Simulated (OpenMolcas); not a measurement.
**Single-point calculation of HF**

- system: HF
- method: HF/3-21G, RHF (OpenMolcas 26.06)

The geometry comes from this level: PBE0-D4/def2-TZVP.

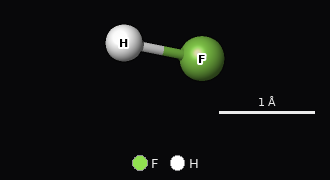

Figure 1. The structure (ball-and-stick view, seen at an oblique angle). Bond lengths as drawn: F–H 0.92 Å.

Results in brief

| quantity | value |
| --- | --- |
| outcome | converged |
| total energy | −99.459880 hartree |
| basis functions | 11 |
| HOMO | −16.29 eV |
| LUMO | 7.31 eV |
| dipole moment | 2.16 debye |
| hardware | 1 thread of Intel Xeon @ 2.90GHz (Ice Lake), 16 GiB of memory available, shared host |
| wall time | 1.5 s |
| peak memory | 0.37 GiB |

Input
```
>>> EXPORT MOLCAS_PRINT=2

&GATEWAY
 BasLib=$CurrDir
 Coord
 2
 bohr
 F     -0.73699319     0.27325440    -0.37114221
 H      0.73699319    -0.27325440     0.37114221
 Basis=3-21G
 Group=NoSym

&SEWARD

&SCF
 PrOrbitals=1 1
```

Run as:
```bash
export MOLCAS_MEM=1860
pymolcas step1.input > step1.log
```

Output
```
--- Start Module: gateway ---

                                              &GATEWAY

                       available to each process: 1.9 GB of memory, 1 thread

 Basis Set     1 Label: F.3-21G
 Basis set is read from library:.
 basistype.tbl is not found

 Basis Set     2 Label: H.3-21G
 Basis set is read from library:.
 basistype.tbl is not found

++    Symmetry information:
      ---------------------

                    Character Table for C1

                             E
                    a        1  x, y, xy, Rz, z, xz, Ry, yz, Rx, I
--

++    Basis set information:
      ----------------------

      Basis set label: F.3-21G.........

      Electronic valence basis set:
      ------------------
      Associated Effective Charge   9.000000 au
      Associated Actual Charge      9.000000 au
      Nuclear Model: Point charge

      Shell  nPrim  nBasis  Cartesian Spherical Contaminant
         s       6       3        X
         p       3       2        X

      Basis set label: H.3-21G.........

      Electronic valence basis set:
      ------------------
      Associated Effective Charge   1.000000 au
      Associated Actual Charge      1.000000 au
      Nuclear Model: Point charge

      Shell  nPrim  nBasis  Cartesian Spherical Contaminant
         s       3       2        X
--

++    Molecular structure info:
      -------------------------

                    ************************************************
                    **** Cartesian Coordinates / bohr, angstrom ****
                    ************************************************

     Center  Label                x              y              z                     x              y              z
        1      F1              -0.736993       0.273254      -0.371142             -0.390000       0.144600      -0.196400
        2      H2               0.736993      -0.273254       0.371142              0.390000      -0.144600       0.196400
--

            Nuclear Potential Energy              5.17695230 au

--- Stop Module: gateway /rc=_RC_ALL_IS_WELL_ ---

--- Start Module: seward ---

                                              &SEWARD

                       available to each process: 1.9 GB of memory, 1 thread

               SEWARD will generate:
                  Multipole Moment integrals up to order  2
                  Kinetic Energy integrals
                  Nuclear Attraction integrals (point charge)
                  One-Electron Hamiltonian integrals
                  Velocity integrals
                  Orbital angular momentum around ( -0.6627   0.2457  -0.3337 )
                  Velocity quadrupole around ( -0.6627   0.2457  -0.3337 )
                  Two-Electron Repulsion integrals

                   Integrals are discarded if absolute value <: 1.00E-14
                   Integral cutoff threshold is set to       <: 1.00E-16

            Nuclear Potential Energy              5.17695230 au

      Basis set specifications :
      Symmetry species         a
      Basis functions           11

--- Stop Module: seward /rc=_RC_ALL_IS_WELL_ ---

--- Start Module: scf ---

                                                &SCF

                       available to each process: 1.9 GB of memory, 1 thread

++    Input section:
      --------------

      Header of the integral files:

      Cartesian coordinates in angstrom:
      -----------------------------------------------------
      No.  Label        X            Y            Z
      -----------------------------------------------------
       1   F1        -0.39000000   0.14460000  -0.19640000
       2   H2         0.39000000  -0.14460000   0.19640000
      -----------------------------------------------------
      Nuclear repulsion energy =    5.17695230
--

++    Orbital specifications:
      -----------------------

      Symmetry species               1
                                     a
      Frozen orbitals                0
      Occupied orbitals              5
      Secondary orbitals             6
      Deleted orbitals               0
      Total number of orbitals      11
      Number of basis functions     11
--

      Molecular charge                           0.000

++    Optimization specifications:
      ----------------------------

      SCF Algorithm: Conventional
      Minimized density differences are used
      Number of density matrices in core                 5
      Maximum number of NDDO SCF iterations            400
      Maximum number of HF SCF iterations              400
      Threshold for SCF energy change             1.00E-09
      Threshold for density matrix                1.00E-04
      Threshold for Fock matrix                   1.50E-04
      Threshold for linear dependence             1.00E-09
      Threshold at which DIIS is turned on        1.50E-01
      Maximum depth in the DIIS procedure                5
      Maximum depth in the BFGS Hessian update          30
      Threshold at which QNR/C2DIIS is turned on  7.50E-02
      Threshold for Norm(delta) (QNR/C2DIIS)      1.00E-03
      All orbitals punched on: SCFORB
--

      Input vectors read from INPORB
      Orbital file label: *Guess orbitals

++ Convergence information
                                   SCF        iterations: Energy and convergence statistics

Iter     Tot. SCF        One-elec.       Two-elec.     Energy      Max Dij or  Max Fij      DNorm      TNorm      AccCon     Time
         Energy          Energy          Energy        Change      Delta Norm                                                in Sec.
   1   -99.398779844  -150.715846773    46.140114625   0.00E+00    1.66E-01*   1.70E-01*    3.81E+00   3.19E+01   None         0.
   2   -99.456614186  -149.781328048    45.147761557  -5.78E-02*   3.29E-02*   3.77E-02*    6.17E-01   3.16E+01   EDIIS        0.
   3   -99.459372402  -150.289036506    45.652711799  -2.76E-03*   8.66E-03*   1.06E-02*    1.06E-01   3.18E+01   c2DIIS       0.
   4   -99.459870314  -150.122908038    45.486085421  -4.98E-04*   1.37E-03*   1.86E-03*    8.63E-03   3.17E+01   QNRc2DIIS    0.
   5   -99.459878668  -150.139690044    45.502859071  -8.35E-06*   4.96E-04    7.43E-04*    9.50E-04   3.18E+01   QNRc2DIIS    0.
   6   -99.459879562  -150.134219362    45.497387496  -8.93E-07*   5.43E-05    7.26E-05     1.62E-04   3.18E+01   QNRc2DIIS    0.
   7   -99.459879578  -150.134439065    45.497607183  -1.57E-08*   2.45E-05    1.39E-05     1.41E-05   3.18E+01   QNRc2DIIS    0.
   8   -99.459879579  -150.134416153    45.497584270  -1.19E-09*   2.36E-06    1.39E-06     8.92E-05   3.18E+01   QNRc2DIIS    0.
   9   -99.459879579  -150.134411131    45.497579248  -1.10E-11    3.71E-08    4.99E-08     7.59E-04   3.18E+01   QNRc2DIIS    0.

       Convergence after   9 Iterations
--

 *****************************************************************************************************************************
 *                                             SCF/KS-DFT Program, Final results                                             *
 *                                                       Final Results                                                       *
 *****************************************************************************************************************************

::    Total SCF energy                                -99.4598795787
      One-electron energy                            -150.1344111306
      Two-electron energy                              45.4975792478
      Nuclear repulsion energy                          5.1769523041
      Kinetic energy (interpolated)                    99.2749728460
      Virial theorem                                    1.0018625715
      Total spin, S(S+1)                                0.0000000000
      Total spin, S                                     0.0000000000
      Max non-diagonal density matrix element           0.0000000378
      Max non-diagonal Fock matrix element              0.0000000048

      All orbitals with orbital energies smaller than  E(LUMO)+0.5 are printed

++    Molecular orbitals:
      -------------------

      Title: SCF orbitals

      Molecular orbitals for symmetry species 1: a

          Orbital            1         2         3         4         5         6
          Energy          -26.1143   -1.5528   -0.7051   -0.5987   -0.5987    0.2686
          Occ. No.          2.0000    2.0000    2.0000    2.0000    2.0000    0.0000

--

++    Molecular charges:
      ------------------

      Mulliken charges per centre and basis function type
      ---------------------------------------------------

                F1      H2
      1s       3.9669  0.5471
      2px      1.6305  0.0000
      2pz      1.9063  0.0000
      2py      1.9492  0.0000
      Total    9.4529  0.5471

      N-E     -0.4529  0.4529

      Total electronic charge=   10.000000

      Total            charge=   -0.000000
--

++    Molecular properties:
      ---------------------

      Charge (e):
                      =   -0.0000
      Dipole Moment (debye):
      Origin of the operator (angstrom)=   -0.3507    0.1300   -0.1766
                   X=  1.8296E+00               Y= -6.7838E-01               Z=  9.2139E-01           Total=  2.1580E+00
      Quadrupole Moment (debye*angstrom):
      Origin of the operator (angstrom)=   -0.3507    0.1300   -0.1766
                  XX= -3.6936E+00              XY= -5.4254E-01              XZ=  7.3689E-01              YY= -4.9557E+00
                  YZ= -2.7322E-01              ZZ= -4.7857E+00
      In traceless form (debye*angstrom)
                  XX=  1.1772E+00              XY= -8.1381E-01              XZ=  1.1053E+00              YY= -7.1603E-01
                  YZ= -4.0983E-01              ZZ= -4.6113E-01
--

--- Stop Module: scf /rc=_RC_ALL_IS_WELL_ ---

.##################.
.# Happy landing! #.
.##################.

    Timing: Wall=1.32 User=1.01 System=0.31
```

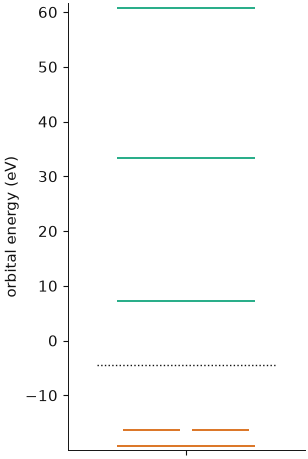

Figure 2. Orbital energies near the frontier; the dotted line parts filled from empty levels, and levels within 0.02 eV of each other stand side by side. Highest filled −16.29 eV, lowest empty 7.31 eV, 23.60 eV apart.

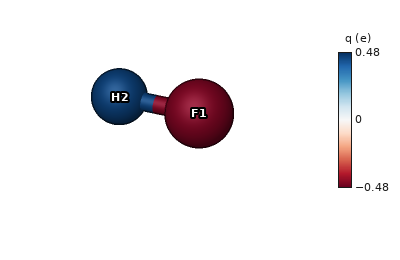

Figure 3. Mulliken charges, as the colour of each atom (ball-and-stick view, seen at a tilt; atoms are numbered from 1 in the order of the input). By element: F −0.45 and H +0.45 e.
